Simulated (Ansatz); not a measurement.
A computed series for hypothetical rutile HfS2: response to strain

Base system: HfS2 in the rutile structure (space group P4_2/mnm, No. 136; a hypothetical phase, not in the database extracts checked).

```
HfS2
1.0
    6.02386     0.00000     0.00000
    0.00000     6.02386     0.00000
    0.00000     0.00000     3.65207
Hf S
2 4
Direct
  0.00000   0.00000   0.00000
  0.50000   0.50000   0.50000
  0.30105   0.30105   0.00000
  0.80105   0.19895   0.50000
  0.19895   0.80105   0.50000
  0.69895   0.69895   0.00000
```

Cartesian axes are those of the cell as printed.

Strains are applied to the cell and any free atomic positions relax; under biaxial strain the out-of-plane vector relaxes too.

Computed with PBEsol in Ansatz (plane waves to 420 eV, PAW, scalar-relativistic without spin-orbit coupling), earlier PAW set.

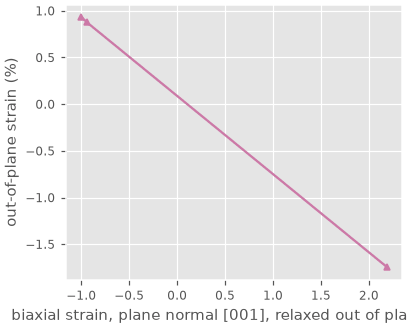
*Out-of-plane strain against biaxial strain, plane normal [001], relaxed out of plane*

| biaxial strain, plane normal [001], relaxed out of plane (%) | out-of-plane strain |
|---|---|
| -1 | +0.93 % |
| -0.94 | +0.87 % |
| 2.19 | -1.75 % |

No phonon test of stability was made.

Ansatz is a first-principles code.
